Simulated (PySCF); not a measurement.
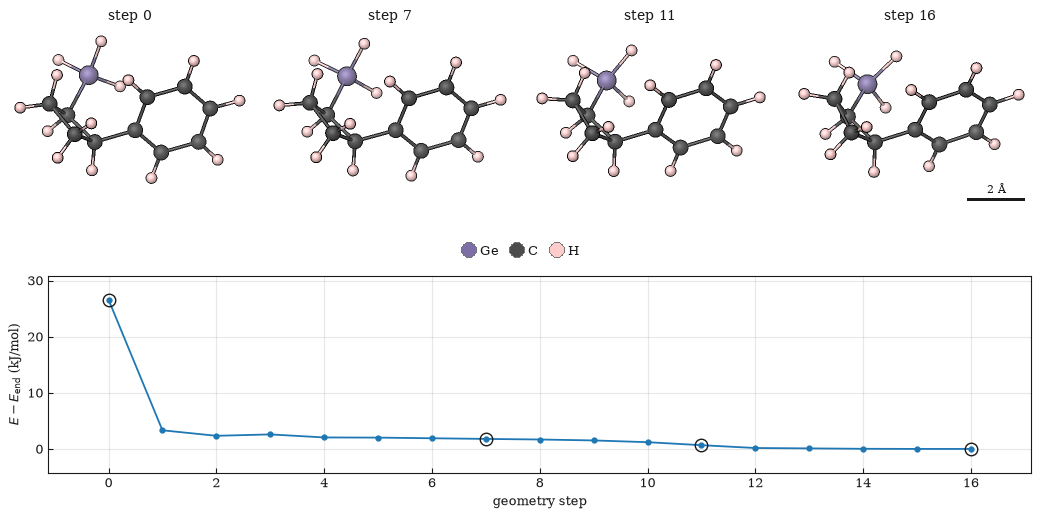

Frames of a relaxation of C10H14Ge, marked on the history of the run. A ball-and-stick model, seen at a tilt.

The start comes from GFN2-xTB. Its atoms were then displaced at random by about 0.01 Å.

Level of theory: PBE0-D3(BJ)/def2-SVP geometry optimisation, gas phase (PySCF). 

> What happens along the run?

The largest move after the best rigid fit is that of an H atom, 1.08 Å. Largest moves by element: H 1.08 Å, Ge 0.46 Å, C 0.44 Å. Among the contacts that change: Ge–H 1.478 → 1.541 Å, C–C 1.577 → 1.538 Å, C–H 1.063 → 1.100 Å, Ge–H 1.511 → 1.539 Å. Among the angles between lasting bonds that change: C–Ge–H 115.7° → 110.9°, H–Ge–H 104.2° → 108.6°, C–C–H 114.1° → 118.2°. Groups turn about C–C by about 20°. Over 16 geometry steps the energy falls by 26.6 kJ/mol. From step 0 to 7: an H atom moves most (0.32 Å), energy −24.8 kJ/mol. From step 7 to 11: an H atom moves most (0.48 Å), energy −1.12 kJ/mol. From step 11 to 16: an H atom moves most (0.32 Å), energy −0.67 kJ/mol.
